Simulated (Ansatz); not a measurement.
## Convergence study of zone-centre phonons against the mesh for ZnNi (P4/mmm, 2 atoms in the cell)

```yaml
crystal:
  lattice:
    - [2.71006, 0.00000, 0.00000]
    - [0.00000, 2.71006, 0.00000]
    - [0.00000, 0.00000, 3.19786]
  atoms:
    - { symbol: Zn, position: [0.50000, 0.50000, 0.50000] }
    - { symbol: Ni, position: [0.00000, 0.00000, 0.00000] }
```

Level of theory: LDA (PW92), default PAW files made with PBE (plane waves; Ansatz, a program for electronic structure).

Base settings: basis.ecutwfc = 30.9 Ry; kpoints.mp_grid.grid = 12 12 10; hamiltonian.xc = lda; hamiltonian.pseudopotentials = {kind: paw} (the program's default PAW files); scf.occupations.method = fermi_dirac; scf.occupations.width = 0.0073 Ry.

In this ladder: phonons.method = dfpt.

Frequencies are those of the unrelaxed cell, without the LO-TO term of polar crystals.

Only quantities that move along the ladder and can be compared are tabulated.

Core times come from one kind of shared machine, to one figure; runs under 30 s give none.

The starting cell comes from a database of computed structures (which also holds hypothetical and non-ambient phases and stackings), without a prior relaxation at this level. Its lattice was rescaled by up to half a per cent. Spin polarisation is off. In the base run, with a pressure of about -10 GPa the cell is away from its equilibrium volume at this level.

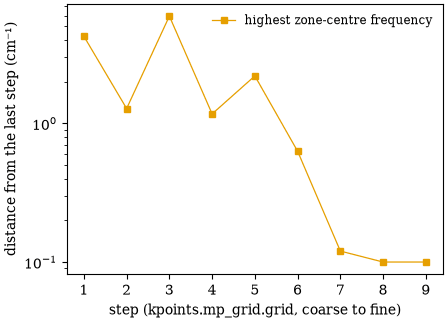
Figure. Distance from the last step along the ladder; very small values are drawn at a floor.

| kpoints.mp_grid.grid | highest zone-centre frequency (cm⁻¹) | core time / last (rough) |
|---|---|---|
| 3 3 3 | 236.3 | – |
| 4 4 4 | 241.8 | – |
| 5 5 4 | 234.6 | – |
| 6 6 5 | 241.7 | – |
| 8 8 6 | 242.7 | – |
| 9 9 8 | 239.9 | – |
| 14 14 12 | 240.7 | 0.1 |
| 18 18 15 | 240.5 | 0.2 |
| 22 22 19 | 240.5 | 0.6 |
| 27 27 23 | 240.5 | 1 |

Coarsest kpoints.mp_grid.grid that holds the highest zone-centre frequency within 1 cm⁻¹ of the last step, with all finer ones: 9 9 8; the step before is off by 2.2 cm⁻¹.

Keys are those of Ansatz 0.2.
